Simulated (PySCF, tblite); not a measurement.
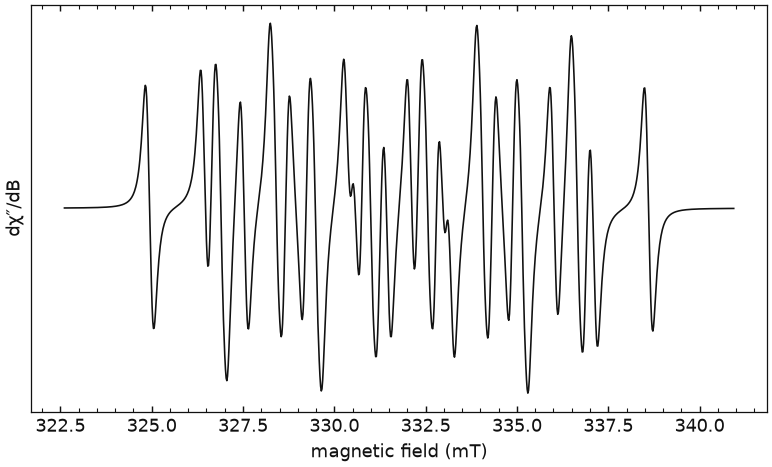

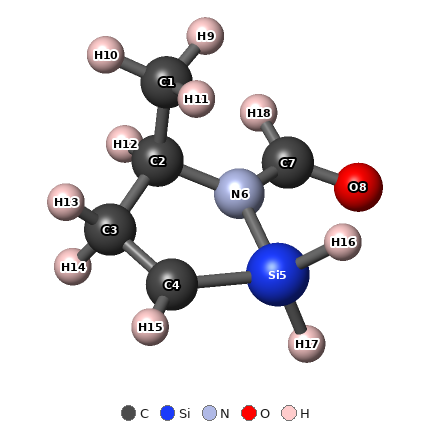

First-order isotropic EPR spectrum (fast tumbling, first derivative) of C₅H₁₀NOSi, SMILES C[C@@H]1C[CH][SiH2]N1C=O, doublet at 9.30 GHz, Lorentzian lines of 0.28 mT full width at half height, from computed g and hyperfine couplings (B3LYP/pcH-1, PySCF, at a GFN2-xTB geometry (a minimum by its frequencies), gas phase); values of one conformer, averaged over methyl-type rotors alone; other conformers aren't averaged in; no vibrational averaging; dilute isotopes left out. The SMILES is one Lewis form and needn't show where the spin sits.

> Which couplings does the calculation give? The spectrum shows the sizes of those above the line width, not their signs.

```
      nuclei  isotope  a (mT)  a (MHz)
         H14       ¹H    5.65    158.5
         H13       ¹H    2.59     72.6
         H15       ¹H   −2.03    −56.9
         H17       ¹H    1.89     52.9
         H16       ¹H    1.51     42.4
         H12       ¹H   −0.08     −2.1
          N6      ¹⁴N   −0.02     −0.7
H9, H10, H11       ¹H    0.01      0.3
```

> What is the g value, and how wide is the spectrum?

g_iso = 2.0028, which centres the spectrum at 331.8 mT; it spans 13.8 mT.

Caveats: the tight-binding geometry is rougher than a DFT one and adds to the error.
